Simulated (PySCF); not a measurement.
CH3O: geometry relaxation (part 3 of 3)

CH3O, multiplicity 2; B3LYP/def2-TZVPD, UKS, dispersion D3(BJ) (PySCF 2.14.0). The geometry: force field.

Geometry of the input (Å):
```
C  0.0376  -0.0063  -0.0042
O  1.3364  -0.2233  -0.1475
H  -0.3836  -0.1116  1.0101
H  -0.3415  0.9924  -0.2800
H  -0.6490  -0.6512  -0.5785
```

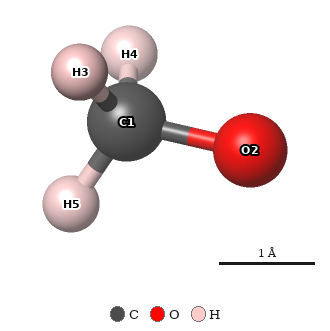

**Figure 1.** The geometry at step 3 of the log (ball-and-stick view, seen at a tilt; atoms are numbered from 1 in the order of the input).

### What the program printed, continued
```
becke partition: Becke, JCP 88, 2547 (1988); DOI:10.1063/1.454033
pruning grids: <function nwchem_prune>
grids dens level: 4
symmetrized grids: False
atomic radii adjust function: <function treutler_atomic_radii_adjust>
small_rho_cutoff = 0
Set gradient conv threshold to 3.16228e-05
tot grids = 103992
Calc dispersion correction with DFTD3.
Parameters: xc=b3lyp, version=d3bj, atm=False
init E= -115.10636243426
  alpha nocc = 9  HOMO = -0.297988896144862  LUMO = 0.00471021201195398
  beta  nocc = 8  HOMO = -0.278023212861363  LUMO = -0.150729440185351
  HOMO = -0.278023212861  LUMO = -0.150729440185  gap/eV = 3.46384
cycle= 1 E= -115.107667779497  delta_E= -0.00131  |g|= 0.00161  |ddm|= 0.0068
  alpha nocc = 9  HOMO = -0.298130146458622  LUMO = 0.00453436646901295
  beta  nocc = 8  HOMO = -0.278158250733835  LUMO = -0.150797477912818
  HOMO = -0.278158250734  LUMO = -0.150797477913  gap/eV = 3.46566
cycle= 2 E= -115.107668962312  delta_E= -1.18e-06  |g|= 0.00119  |ddm|= 0.00235
  alpha nocc = 9  HOMO = -0.29820637405566  LUMO = 0.00451118695609409
  beta  nocc = 8  HOMO = -0.278225088520433  LUMO = -0.150815474058
  HOMO = -0.27822508852  LUMO = -0.150815474058  gap/eV = 3.46699
cycle= 3 E= -115.107669547148  delta_E= -5.85e-07  |g|= 0.000398  |ddm|= 0.000956
  alpha nocc = 9  HOMO = -0.298239891499684  LUMO = 0.00453309834711391
  beta  nocc = 8  HOMO = -0.278257691434003  LUMO = -0.150826220309053
  HOMO = -0.278257691434  LUMO = -0.150826220309  gap/eV = 3.46759
cycle= 4 E= -115.107669646108  delta_E= -9.9e-08  |g|= 0.000182  |ddm|= 0.00035
  alpha nocc = 9  HOMO = -0.298194740691702  LUMO = 0.00453478001911733
  beta  nocc = 8  HOMO = -0.27820774410656  LUMO = -0.150760688593621
  HOMO = -0.278207744107  LUMO = -0.150760688594  gap/eV = 3.46801
cycle= 5 E= -115.107669689734  delta_E= -4.36e-08  |g|= 0.000129  |ddm|= 0.000322
  alpha nocc = 9  HOMO = -0.298228258063403  LUMO = 0.00453237695139208
  beta  nocc = 8  HOMO = -0.278240026031003  LUMO = -0.150788271789359
  HOMO = -0.278240026031  LUMO = -0.150788271789  gap/eV = 3.46814
cycle= 6 E= -115.107669708636  delta_E= -1.89e-08  |g|= 4.94e-05  |ddm|= 0.000183
  alpha nocc = 9  HOMO = -0.298226400501495  LUMO = 0.00453200123903486
  beta  nocc = 8  HOMO = -0.278237629096029  LUMO = -0.150788044992808
  HOMO = -0.278237629096  LUMO = -0.150788044993  gap/eV = 3.46808
cycle= 7 E= -115.107669725326  delta_E= -1.67e-08  |g|= 4.41e-05  |ddm|= 0.00023
  alpha nocc = 9  HOMO = -0.29822575380609  LUMO = 0.00453169886361238
  beta  nocc = 8  HOMO = -0.278237018526674  LUMO = -0.150789002550521
  HOMO = -0.278237018527  LUMO = -0.150789002551  gap/eV = 3.46804
cycle= 8 E= -115.107669745959  delta_E= -2.06e-08  |g|= 4.07e-05  |ddm|= 0.00031
  alpha nocc = 9  HOMO = -0.29822479627838  LUMO = 0.00453196334593642
  beta  nocc = 8  HOMO = -0.278236545611797  LUMO = -0.150788356830518
  HOMO = -0.278236545612  LUMO = -0.150788356831  gap/eV = 3.46804
cycle= 9 E= -115.107669792026  delta_E= -4.61e-08  |g|= 3.13e-05  |ddm|= 0.000817
  alpha nocc = 9  HOMO = -0.298225113686616  LUMO = 0.00453191564410105
  beta  nocc = 8  HOMO = -0.278238986611846  LUMO = -0.150787807806921
  HOMO = -0.278238986612  LUMO = -0.150787807807  gap/eV = 3.46812
cycle= 10 E= -115.107669855446  delta_E= -6.34e-08  |g|= 7.58e-06  |ddm|= 0.00222
  alpha nocc = 9  HOMO = -0.298225423762108  LUMO = 0.00453195127421324
  beta  nocc = 8  HOMO = -0.278237819035173  LUMO = -0.150787872803463
  HOMO = -0.278237819035  LUMO = -0.150787872803  gap/eV = 3.46809
cycle= 11 E= -115.107669857307  delta_E= -1.86e-09  |g|= 1.83e-06  |ddm|= 0.000399
  alpha nocc = 9  HOMO = -0.298225868210448  LUMO = 0.00453194725035289
  beta  nocc = 8  HOMO = -0.27823737039169  LUMO = -0.150788457483582
  HOMO = -0.278237370392  LUMO = -0.150788457484  gap/eV = 3.46806
cycle= 12 E= -115.107669857333  delta_E= -2.66e-11  |g|= 8e-07  |ddm|= 5.11e-05
  alpha nocc = 9  HOMO = -0.298225797215466  LUMO = 0.00453198347771888
  beta  nocc = 8  HOMO = -0.278237338368314  LUMO = -0.150788363712095
  HOMO = -0.278237338368  LUMO = -0.150788363712  gap/eV = 3.46806
Extra cycle  E= -115.107669857334  delta_E= -1.22e-12  |g|= 8.27e-07  |ddm|= 1.16e-06
converged SCF energy = -115.107669857334  <S^2> = 0.75386826  2S+1 = 2.0038645

******** <class 'pyscf.grad.rhf.Gradients_Scanner'> for <class 'pyscf.scf.hf.UKS_Scanner'> ********
unit = Eh/Bohr
grid_response = False
Calc dispersion correction with DFTD3.
Parameters: xc=b3lyp, version=d3bj, atm=False
--------------- UKS_Scanner gradients ---------------
         x                y                z
0 C     0.0000482163    -0.0003007463     0.0003243395
1 O    -0.0001083316     0.0000654661    -0.0000400627
2 H     0.0000194646    -0.0000401116    -0.0001334406
3 H     0.0000136712     0.0002084056    -0.0001659066
4 H     0.0000292527     0.0000690701     0.0000149036
----------------------------------------------
cycle 5: E = -115.107669857  dE = -1.48505e-05  norm(grad) = 0.000558913
Step    4 : Displace = 2.299e-03/3.208e-03 (rms/max) Trust = 2.828e-01 (+) Grad = 2.500e-04/4.449e-04 (rms/max) E (change) = -115.1076698573 (-1.485e-05) Quality = 1.100
Hessian Eigenvalues: 4.99967e-02 5.00000e-02 5.00000e-02 ... 3.33274e-01 3.44736e-01 4.29950e-01

Geometry optimization cycle 6
Cartesian coordinates (Angstrom)
 Atom        New coordinates             dX        dY        dZ
   C  -0.042228  -0.031360   0.018388   -0.000058  0.000232 -0.000419
   O   1.301006  -0.180462  -0.156614    0.000220 -0.000386  0.000198
   H  -0.354900  -0.109574   1.068747    0.000101  0.000291 -0.000161
   H  -0.265804   1.006908  -0.298302   -0.000324 -0.000059  0.000482
   H  -0.638671  -0.685968  -0.632283   -0.000078 -0.000205 -0.000089
New geometry
   1 C     -0.042228456987  -0.031360035145   0.018387745050 AA   -0.079800218368  -0.059261877682   0.034747802193 Bohr
   2 O      1.301005596168  -0.180461523738  -0.156613736334 AA    2.458544263284  -0.341022855887  -0.295957069016 Bohr
   3 H     -0.354899778626  -0.109574372656   1.068747200032 AA   -0.670663383273  -0.207065554591   2.019639504456 Bohr
   4 H     -0.265803900500   1.006908333284  -0.298302164473 AA   -0.502296574786   1.902780982448  -0.563709393220 Bohr
   5 H     -0.638671493724  -0.685967748587  -0.632282620883 AA   -1.206914206705  -1.296291175113  -1.194840986791 Bohr

******** <class 'pyscf.scf.hf.UKS_Scanner'> ********
method = UKS_Scanner
initial guess = minao
damping factor = 0
level_shift factor = 0
DIIS = <class 'pyscf.scf.diis.CDIIS'>
diis_start_cycle = 1
diis_space = 8
diis_damp = 0
SCF conv_tol = 1e-09
SCF conv_tol_grad = None
SCF max_cycles = 50
direct_scf = True
direct_scf_tol = 1e-13
number electrons alpha = 9  beta = 8
XC library pyscf.dft.libxc version 7.0.0
    S. Lehtola, C. Steigemann, M. J.T. Oliveira, and M. A.L. Marques.,  SoftwareX 7, 1–5 (2018)
XC functionals = b3lyp
    P. J. Stephens, F. J. Devlin, C. F. Chabalowski, and M. J. Frisch.,  J. Phys. Chem. 98, 11623 (1994)
radial grids:
    Treutler-Ahlrichs [JCP 102, 346 (1995); DOI:10.1063/1.469408] (M4) radial grids

becke partition: Becke, JCP 88, 2547 (1988); DOI:10.1063/1.454033
pruning grids: <function nwchem_prune>
grids dens level: 4
symmetrized grids: False
atomic radii adjust function: <function treutler_atomic_radii_adjust>
small_rho_cutoff = 0
Set gradient conv threshold to 3.16228e-05
tot grids = 103992
Calc dispersion correction with DFTD3.
Parameters: xc=b3lyp, version=d3bj, atm=False
init E= -115.107563689868
  alpha nocc = 9  HOMO = -0.298224522884201  LUMO = 0.00454311730243617
  beta  nocc = 8  HOMO = -0.278233229847189  LUMO = -0.150822537023242
  HOMO = -0.278233229847  LUMO = -0.150822537023  gap/eV = 3.46702
cycle= 1 E= -115.107670178822  delta_E= -0.000106  |g|= 0.000197  |ddm|= 0.0013
  alpha nocc = 9  HOMO = -0.29823576091821  LUMO = 0.00453829563110375
  beta  nocc = 8  HOMO = -0.278244786288649  LUMO = -0.150840581841621
  HOMO = -0.278244786289  LUMO = -0.150840581842  gap/eV = 3.46684
cycle= 2 E= -115.107670209302  delta_E= -3.05e-08  |g|= 0.000161  |ddm|= 0.000408
  alpha nocc = 9  HOMO = -0.298231885148066  LUMO = 0.00453502053545662
  beta  nocc = 8  HOMO = -0.278239097591005  LUMO = -0.150826664302059
  HOMO = -0.278239097591  LUMO = -0.150826664302  gap/eV = 3.46707
cycle= 3 E= -115.107670222776  delta_E= -1.35e-08  |g|= 6.79e-05  |ddm|= 0.000145
  alpha nocc = 9  HOMO = -0.298242570682508  LUMO = 0.00453717928575159
  beta  nocc = 8  HOMO = -0.278249571720345  LUMO = -0.15083363429499
  HOMO = -0.27824957172  LUMO = -0.150833634295  gap/eV = 3.46716
cycle= 4 E= -115.107670228147  delta_E= -5.37e-09  |g|= 3.98e-05  |ddm|= 9.27e-05
  alpha nocc = 9  HOMO = -0.298235764021577  LUMO = 0.00453730837852717
  beta  nocc = 8  HOMO = -0.278242176249559  LUMO = -0.150825159080753
  HOMO = -0.27824217625  LUMO = -0.150825159081  gap/eV = 3.46719
cycle= 5 E= -115.107670233651  delta_E= -5.5e-09  |g|= 2.77e-05  |ddm|= 0.000124
  alpha nocc = 9  HOMO = -0.298239990912617  LUMO = 0.0045367314466489
  beta  nocc = 8  HOMO = -0.278246309844302  LUMO = -0.150829315101568
  HOMO = -0.278246309844  LUMO = -0.150829315102  gap/eV = 3.46719
cycle= 6 E= -115.107670236721  delta_E= -3.07e-09  |g|= 2.39e-05  |ddm|= 7.95e-05
  alpha nocc = 9  HOMO = -0.298238696653709  LUMO = 0.00453693985765113
  beta  nocc = 8  HOMO = -0.27824497342213  LUMO = -0.150828241726852
  HOMO = -0.278244973422  LUMO = -0.150828241727  gap/eV = 3.46719
cycle= 7 E= -115.107670241882  delta_E= -5.16e-09  |g|= 2.19e-05  |ddm|= 0.000144
  alpha nocc = 9  HOMO = -0.298239032244332  LUMO = 0.00453676426425531
  beta  nocc = 8  HOMO = -0.278245354451645  LUMO = -0.150828960300139
  HOMO = -0.278245354452  LUMO = -0.1508289603  gap/eV = 3.46718
cycle= 8 E= -115.107670255447  delta_E= -1.36e-08  |g|= 1.73e-05  |ddm|= 0.000446
  alpha nocc = 9  HOMO = -0.298238424419381  LUMO = 0.00453679226986026
  beta  nocc = 8  HOMO = -0.278245275708695  LUMO = -0.150828234965861
  HOMO = -0.278245275709  LUMO = -0.150828234966  gap/eV = 3.46719
cycle= 9 E= -115.107670273372  delta_E= -1.79e-08  |g|= 5.23e-06  |ddm|= 0.00108
  alpha nocc = 9  HOMO = -0.298238903406698  LUMO = 0.00453691516329258
  beta  nocc = 8  HOMO = -0.278245448941629  LUMO = -0.150828601579313
  HOMO = -0.278245448942  LUMO = -0.150828601579  gap/eV = 3.46719
cycle= 10 E= -115.107670274666  delta_E= -1.29e-09  |g|= 1.11e-06  |ddm|= 0.000343
  alpha nocc = 9  HOMO = -0.298238938807263  LUMO = 0.00453689323186524
  beta  nocc = 8  HOMO = -0.278245341752505  LUMO = -0.150828493371332
  HOMO = -0.278245341753  LUMO = -0.150828493371  gap/eV = 3.46719
cycle= 11 E= -115.107670274677  delta_E= -1.04e-11  |g|= 2.73e-07  |ddm|= 3.24e-05
  alpha nocc = 9  HOMO = -0.298238967927272  LUMO = 0.00453689662252543
  beta  nocc = 8  HOMO = -0.278245329907236  LUMO = -0.150828535092906
  HOMO = -0.278245329907  LUMO = -0.150828535093  gap/eV = 3.46719
Extra cycle  E= -115.107670274678  delta_E= -7.67e-13  |g|= 1.65e-07  |ddm|= 4.18e-07
converged SCF energy = -115.107670274678  <S^2> = 0.7538644  2S+1 = 2.0038607

******** <class 'pyscf.grad.rhf.Gradients_Scanner'> for <class 'pyscf.scf.hf.UKS_Scanner'> ********
unit = Eh/Bohr
grid_response = False
Calc dispersion correction with DFTD3.
Parameters: xc=b3lyp, version=d3bj, atm=False
--------------- UKS_Scanner gradients ---------------
         x                y                z
0 C    -0.0000197113     0.0000349571     0.0001405690
1 O     0.0000362292    -0.0000073670    -0.0000309615
2 H    -0.0000051609    -0.0000328498    -0.0000372554
3 H    -0.0000055187    -0.0000038280    -0.0000561788
4 H    -0.0000035237     0.0000111210    -0.0000163134
----------------------------------------------
cycle 6: E = -115.107670275  dE = -4.17343e-07  norm(grad) = 0.000172606
Step    5 : Displace = 4.410e-04/5.855e-04 (rms/max) Trust = 3.000e-01 (+) Grad = 7.719e-05/1.462e-04 (rms/max) E (change) = -115.1076702747 (-4.173e-07) Quality = 1.200
Hessian Eigenvalues: 4.99967e-02 5.00000e-02 5.00000e-02 ... 3.33274e-01 3.44736e-01 4.29950e-01
Converged! =D

converged: True
C          -0.04222846       -0.03136004        0.01838775
O           1.30100560       -0.18046152       -0.15661374
H          -0.35489978       -0.10957437        1.06874720
H          -0.26580390        1.00690833       -0.29830216
H          -0.63867149       -0.68596775       -0.63228262

******** <class 'pyscf.dft.uks.UKS'> ********
method = UKS
initial guess = minao
damping factor = 0
level_shift factor = 0
DIIS = <class 'pyscf.scf.diis.CDIIS'>
diis_start_cycle = 1
diis_space = 8
diis_damp = 0
SCF conv_tol = 1e-09
SCF conv_tol_grad = None
SCF max_cycles = 50
direct_scf = True
direct_scf_tol = 1e-13
number electrons alpha = 9  beta = 8
XC library pyscf.dft.libxc version 7.0.0
    S. Lehtola, C. Steigemann, M. J.T. Oliveira, and M. A.L. Marques.,  SoftwareX 7, 1–5 (2018)
XC functionals = b3lyp
    P. J. Stephens, F. J. Devlin, C. F. Chabalowski, and M. J. Frisch.,  J. Phys. Chem. 98, 11623 (1994)
radial grids:
    Treutler-Ahlrichs [JCP 102, 346 (1995); DOI:10.1063/1.469408] (M4) radial grids

becke partition: Becke, JCP 88, 2547 (1988); DOI:10.1063/1.454033
pruning grids: <function nwchem_prune>
grids dens level: 4
symmetrized grids: False
atomic radii adjust function: <function treutler_atomic_radii_adjust>
small_rho_cutoff = 0
Set gradient conv threshold to 3.16228e-05
tot grids = 103992
Calc dispersion correction with DFTD3.
Parameters: xc=b3lyp, version=d3bj, atm=False
init E= -115.089316555313
  alpha nocc = 9  HOMO = -0.328493048019769  LUMO = -0.00744134479674941
  beta  nocc = 8  HOMO = -0.338567942735789  LUMO = -0.32849304801977

WARN: HOMO -0.328493048019769 >= LUMO -0.32849304801977

cycle= 1 E= -115.020061499295  delta_E= 0.0693  |g|= 0.413  |ddm|= 1.04
  alpha nocc = 9  HOMO = -0.135545861159414  LUMO = -0.00849940544338779
  beta  nocc = 8  HOMO = -0.122773688284141  LUMO = -0.0475735318150612
  HOMO = -0.122773688284  LUMO = -0.0475735318151  gap/eV = 2.04630
cycle= 2 E= -114.853920774701  delta_E= 0.166  |g|= 0.789  |ddm|= 0.709
  alpha nocc = 9  HOMO = -0.284260531368705  LUMO = 0.00125189453439845
  beta  nocc = 8  HOMO = -0.268383672545692  LUMO = -0.16524334431578
  HOMO = -0.268383672546  LUMO = -0.165243344316  gap/eV = 2.80659
cycle= 3 E= -115.105710037924  delta_E= -0.252  |g|= 0.0507  |ddm|= 0.436
  alpha nocc = 9  HOMO = -0.297734215177229  LUMO = 0.00388081824609898
  beta  nocc = 8  HOMO = -0.27933124495685  LUMO = -0.155603998329745
  HOMO = -0.279331244957  LUMO = -0.15560399833  gap/eV = 3.36679
cycle= 4 E= -115.107372400235  delta_E= -0.00166  |g|= 0.0221  |ddm|= 0.066
  alpha nocc = 9  HOMO = -0.295833224512883  LUMO = 0.00494304656622191
  beta  nocc = 8  HOMO = -0.276670626647217  LUMO = -0.150249711133643
  HOMO = -0.276670626647  LUMO = -0.150249711134  gap/eV = 3.44009
cycle= 5 E= -115.1076164015  delta_E= -0.000244  |g|= 0.0093  |ddm|= 0.019
  alpha nocc = 9  HOMO = -0.298101227384102  LUMO = 0.00441913041147401
  beta  nocc = 8  HOMO = -0.278419848302235  LUMO = -0.151105791849798
  HOMO = -0.278419848302  LUMO = -0.15110579185  gap/eV = 3.46439
cycle= 6 E= -115.10766736713  delta_E= -5.1e-05  |g|= 0.00209  |ddm|= 0.00828
  alpha nocc = 9  HOMO = -0.29815546727453  LUMO = 0.0045266293373416
  beta  nocc = 8  HOMO = -0.278255825433025  LUMO = -0.150792740824404
  HOMO = -0.278255825433  LUMO = -0.150792740824  gap/eV = 3.46845
cycle= 7 E= -115.107670100411  delta_E= -2.73e-06  |g|= 0.000475  |ddm|= 0.00261
  alpha nocc = 9  HOMO = -0.298218195460596  LUMO = 0.00453512058297179
  beta  nocc = 8  HOMO = -0.278257144362218  LUMO = -0.150833842985683
  HOMO = -0.278257144362  LUMO = -0.150833842986  gap/eV = 3.46736
cycle= 8 E= -115.10767024471  delta_E= -1.44e-07  |g|= 0.000135  |ddm|= 0.0006
  alpha nocc = 9  HOMO = -0.298235431078925  LUMO = 0.00453881387332089
  beta  nocc = 8  HOMO = -0.278245852124812  LUMO = -0.15082666396583
  HOMO = -0.278245852125  LUMO = -0.150826663966  gap/eV = 3.46725
cycle= 9 E= -115.107670260404  delta_E= -1.57e-08  |g|= 3.12e-05  |ddm|= 0.000212
  alpha nocc = 9  HOMO = -0.29823837657273  LUMO = 0.00453647126333578
  beta  nocc = 8  HOMO = -0.278244877852455  LUMO = -0.150828650495619
  HOMO = -0.278244877852  LUMO = -0.150828650496  gap/eV = 3.46717
cycle= 10 E= -115.107670262278  delta_E= -1.87e-09  |g|= 1.54e-05  |ddm|= 6.76e-05
  alpha nocc = 9  HOMO = -0.298239167762389  LUMO = 0.00453700836258975
  beta  nocc = 8  HOMO = -0.27824528037976  LUMO = -0.150828552919503
  HOMO = -0.27824528038  LUMO = -0.15082855292  gap/eV = 3.46719
cycle= 11 E= -115.107670263567  delta_E= -1.29e-09  |g|= 1.29e-05  |ddm|= 6.02e-05
  alpha nocc = 9  HOMO = -0.298238915943042  LUMO = 0.00453687429565619
  beta  nocc = 8  HOMO = -0.278245181628787  LUMO = -0.150828325870012
  HOMO = -0.278245181629  LUMO = -0.15082832587  gap/eV = 3.46719
cycle= 12 E= -115.107670264911  delta_E= -1.34e-09  |g|= 1.19e-05  |ddm|= 6.89e-05
  alpha nocc = 9  HOMO = -0.298238909381187  LUMO = 0.00453692422437157
  beta  nocc = 8  HOMO = -0.278245402567247  LUMO = -0.150828366423653
  HOMO = -0.278245402567  LUMO = -0.150828366424  gap/eV = 3.46719
cycle= 13 E= -115.107670267914  delta_E= -3e-09  |g|= 1.01e-05  |ddm|= 0.000174
  alpha nocc = 9  HOMO = -0.298239342885307  LUMO = 0.00453689054711504
  beta  nocc = 8  HOMO = -0.278245866212835  LUMO = -0.150828733999873
  HOMO = -0.278245866213  LUMO = -0.150828734  gap/eV = 3.46720
cycle= 14 E= -115.107670273062  delta_E= -5.15e-09  |g|= 5.71e-06  |ddm|= 0.000442
  alpha nocc = 9  HOMO = -0.298238440875924  LUMO = 0.00453693441786385
  beta  nocc = 8  HOMO = -0.278244885075242  LUMO = -0.150827980434201
  HOMO = -0.278244885075  LUMO = -0.150827980434  gap/eV = 3.46719
cycle= 15 E= -115.107670274576  delta_E= -1.51e-09  |g|= 2.72e-06  |ddm|= 0.000317
  alpha nocc = 9  HOMO = -0.298239194665644  LUMO = 0.00453688890973325
  beta  nocc = 8  HOMO = -0.278245482695731  LUMO = -0.150828626006824
  HOMO = -0.278245482696  LUMO = -0.150828626007  gap/eV = 3.46719
cycle= 16 E= -115.107670274676  delta_E= -9.97e-11  |g|= 8.08e-07  |ddm|= 9.17e-05
  alpha nocc = 9  HOMO = -0.298238767870487  LUMO = 0.00453690933883166
  beta  nocc = 8  HOMO = -0.278245086710946  LUMO = -0.150828306613107
  HOMO = -0.278245086711  LUMO = -0.150828306613  gap/eV = 3.46719
Extra cycle  E= -115.107670274675  delta_E= 3.69e-13  |g|= 9e-07  |ddm|= 1.34e-06
converged SCF energy = -115.107670274675  <S^2> = 0.7538644  2S+1 = 2.0038607
Final energy -115.10767027467516
```

### Trajectory as extended XYZ (Å, eV, eV/Å), 6 frames, from step=0 to step=5
```
5
Properties=species:S:1:pos:R:3:forces:R:3 step=0 energy=-3132.04626
C     0.0376   -0.0063   -0.0042   -2.5223  -0.6303   0.7368
O     1.3364   -0.2233   -0.1475    0.6952   0.2408  -0.2323
H    -0.3836   -0.1116    1.0101    0.6402   0.1901   0.4945
H    -0.3415    0.9924   -0.2800    0.7294   0.3893  -0.2936
H    -0.6490   -0.6512   -0.5785    0.4574  -0.1897  -0.7055
5
Properties=species:S:1:pos:R:3:forces:R:3 step=1 energy=-3132.21687
C    -0.0136   -0.0370    0.0181   -1.2151  -0.0399   0.2138
O     1.3022   -0.1875   -0.1566    0.5978  -0.0134  -0.0844
H    -0.3598   -0.0953    1.0703    0.1932  -0.0943  -0.1742
H    -0.2875    0.9916   -0.2918    0.2071   0.1455  -0.0827
H    -0.6413   -0.6718   -0.6402    0.2169   0.0020   0.1275
5
Properties=species:S:1:pos:R:3:forces:R:3 step=2 energy=-3132.23580
C    -0.0360   -0.0360    0.0209   -0.4383   0.1270   0.0003
O     1.2936   -0.1786   -0.1568    0.3966  -0.0494  -0.0446
H    -0.3534   -0.1066    1.0733   -0.0010  -0.0266  -0.0643
H    -0.2668    1.0046   -0.2997    0.0202  -0.0639   0.0311
H    -0.6376   -0.6834   -0.6379    0.0224   0.0127   0.0776
5
Properties=species:S:1:pos:R:3:forces:R:3 step=3 energy=-3132.23886
C    -0.0413   -0.0338    0.0202   -0.0936   0.0928  -0.0394
O     1.2982   -0.1782   -0.1572    0.1130  -0.0291  -0.0062
H    -0.3547   -0.1095    1.0704   -0.0088  -0.0071   0.0024
H    -0.2640    1.0065   -0.2998   -0.0072  -0.0486   0.0272
H    -0.6385   -0.6852   -0.6336   -0.0035  -0.0082   0.0160
5
Properties=species:S:1:pos:R:3:forces:R:3 step=4 energy=-3132.23926
C    -0.0422   -0.0316    0.0188   -0.0025   0.0155  -0.0167
O     1.3008   -0.1801   -0.1568    0.0056  -0.0034   0.0021
H    -0.3550   -0.1099    1.0689   -0.0010   0.0021   0.0069
H    -0.2655    1.0070   -0.2988   -0.0007  -0.0107   0.0085
H    -0.6386   -0.6858   -0.6322   -0.0015  -0.0036  -0.0008
5
Properties=species:S:1:pos:R:3:forces:R:3 step=5 energy=-3132.23928
C    -0.0422   -0.0314    0.0184    0.0010  -0.0018  -0.0072
O     1.3010   -0.1805   -0.1566   -0.0019   0.0004   0.0016
H    -0.3549   -0.1096    1.0687    0.0003   0.0017   0.0019
H    -0.2658    1.0069   -0.2983    0.0003   0.0002   0.0029
H    -0.6387   -0.6860   -0.6323    0.0002  -0.0006   0.0008
```

### Summary

| quantity | value |
| --- | --- |
| outcome | converged |
| total energy | −115.107670 hartree |
| dispersion energy | −0.002427 hartree |
| basis functions | 104 |
| ⟨S²⟩ | 0.754 |
| dipole moment | 2.07 D |
| hardware | 4 threads of Arm Neoverse V2, 24 GiB of memory available, shared host |
| wall time | 43 s (CPU time 3.2 min) |
| peak memory | 1.1 GiB |

### Remarks

Further notes kept with the run: logged alpha LUMO and gap are faulty.
